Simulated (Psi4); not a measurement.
**CCl3F (trichlorofluoromethane): a line through the functionals**

CCl3F has 5 atoms, charge 0, and is taken as a singlet. SMILES: `FC(Cl)(Cl)Cl`. The coordinates come from a PBE0-D4/def2-TZVP relaxation.

The vertical energy of the triplet above the singlet y, in eV, basis 6-31G(d); a is the functional's share of exact exchange. Programs: Psi4 1.11.

```
functional  program     a  y (eV)
      TPSS     Psi4     0    5.46
       PBE     Psi4     0    5.38
     TPSSh     Psi4   0.1    5.68
     B3LYP     Psi4   0.2       ?
      PBE0     Psi4  0.25    5.95
     BHLYP     Psi4   0.5    6.47
```

Question: Fit y = c + s·a to the known rows and predict B3LYP.

Answer: 
1. Means of the 5 rows: a = 0.1700, y = 5.788.
2. Σ(Δa)² = 0.178, Σ(Δa·Δy) = 0.3707, so the slope is 0.3707/0.178 = 2.0826.
3. Intercept: 5.788 − (2.0826) × 0.1700 = 5.434. The largest residual of the fit is 0.054.
4. B3LYP: 5.434 + (2.0826) × 0.2 = 5.85 eV.

The run gave 5.82 eV, so the prediction is off by +0.03 eV, within the scatter of the fit. The rows mix families of semi-local functionals, which the line can't see.

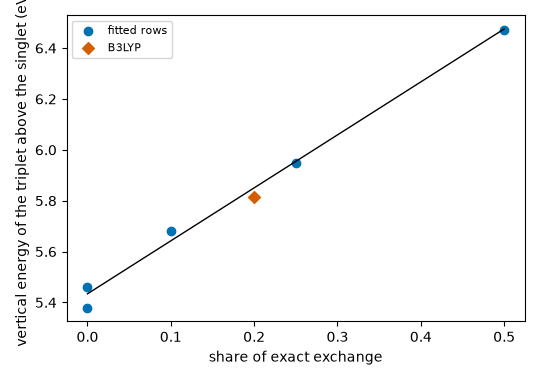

The fitted line, with the withheld row.
